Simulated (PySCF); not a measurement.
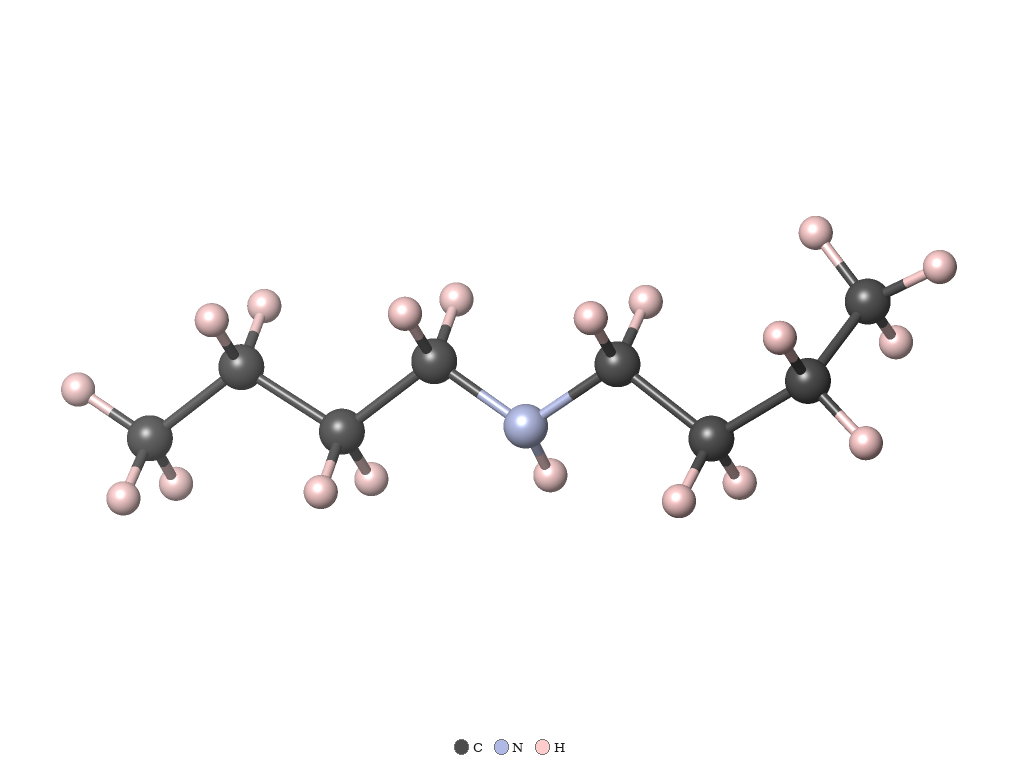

The geometry was computed by an optimisation with PBE0-D3(BJ)/def2-SVP. No frequency run is at hand to confirm it as a minimum.

Draw it as a skeletal formula.

SMILES: CCCCNCCCC

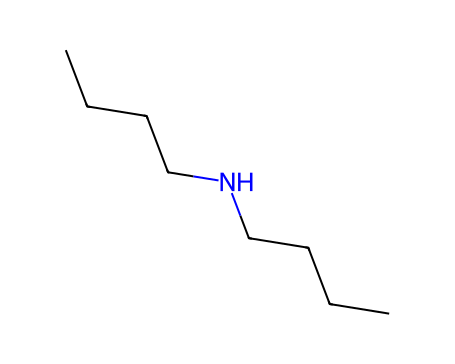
